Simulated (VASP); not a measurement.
Band structure of MnS (relaxed from the CsCl type structure, space group Pm-3m). Level of theory: r2SCAN meta-GGA, VASP's PBE PAW potentials (set 64) (plane waves; VASP).

The moments were started parallel, and other spin orders were not tried in this run.

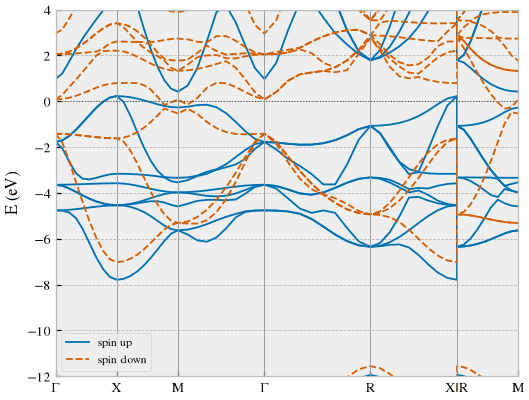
Bands along high-symmetry lines, zero at the valence-band maximum or, without a gap, the Fermi level

Task: Read the plot: is there a gap, and where are the band edges?

Result: It has no gap at this level: it comes out as a metal or semimetal.

The structure was generated: MnS was put into the CsCl type type (Pm-3m), which need not be its known phase. It was relaxed first.
